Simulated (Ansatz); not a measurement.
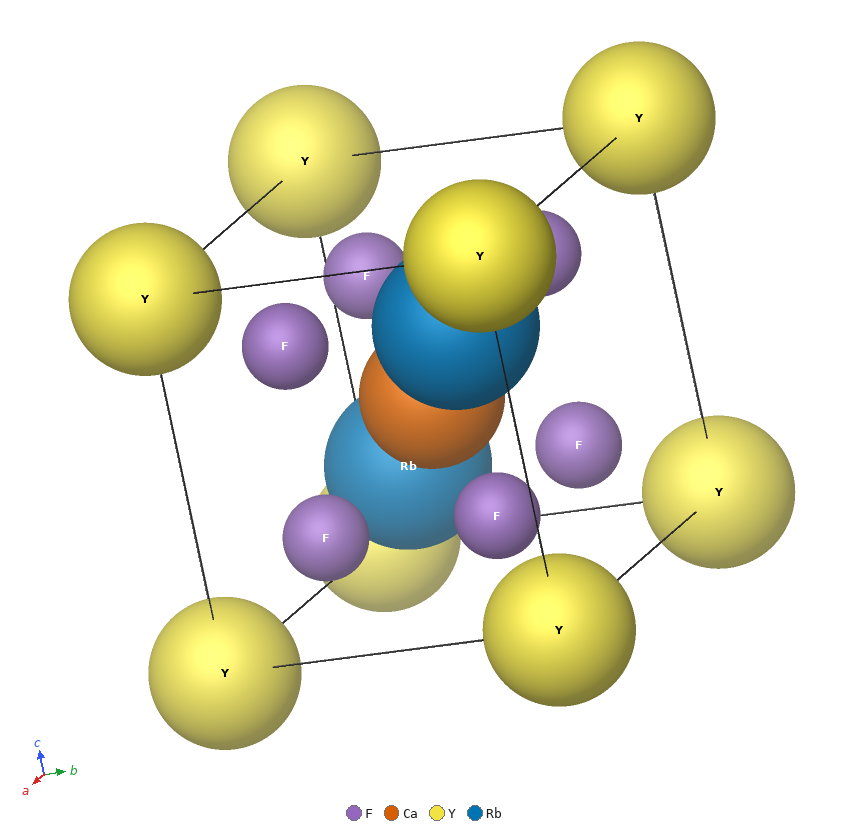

The figure gives a spheres-only picture of the atoms, viewed slightly off an axis. The edges of the simulation cell are marked.

```xyz
10
Lattice="0.0000 4.5133 4.5133 4.5133 0.0000 4.5133 4.5133 4.5133 0.0000" Properties=species:S:1:pos:R:3 pbc="T T T"
F     2.2025    4.5133    4.5133
F     4.5133    2.2025    4.5133
F     6.8241    4.5133    4.5133
F     4.5133    6.8241    4.5133
F     4.5133    4.5133    2.2025
F     4.5133    4.5133    6.8241
Ca    4.5133    4.5133    4.5133
Y     0.0000    0.0000    0.0000
Rb    2.2566    2.2566    2.2566
Rb    6.7699    6.7699    6.7699
```

Setup: DFT, PAW plane waves, r2SCAN in Ansatz 0.2.0; plane-wave cutoff 500 eV, k-points on a 7×7×7 grid, Fermi-Dirac smearing of 0.1 eV, no spin polarisation.

**How are the electrons shared out in a Bader analysis?**

Rb +0.77 e; Ca +1.66 e; Y +2.28 e; F -0.91 e.

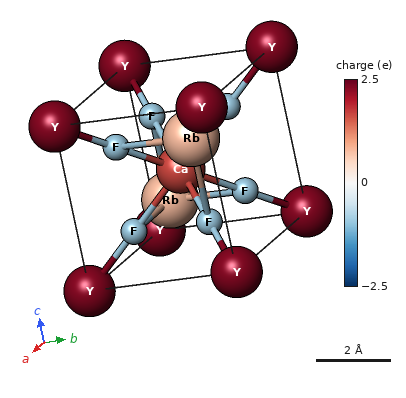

The atoms coloured by those charges.

Provenance: a generated cell, made by putting these elements into a known structure type (the compound may or may not exist in this form); not relaxed. A calculation with Ansatz used it as input.
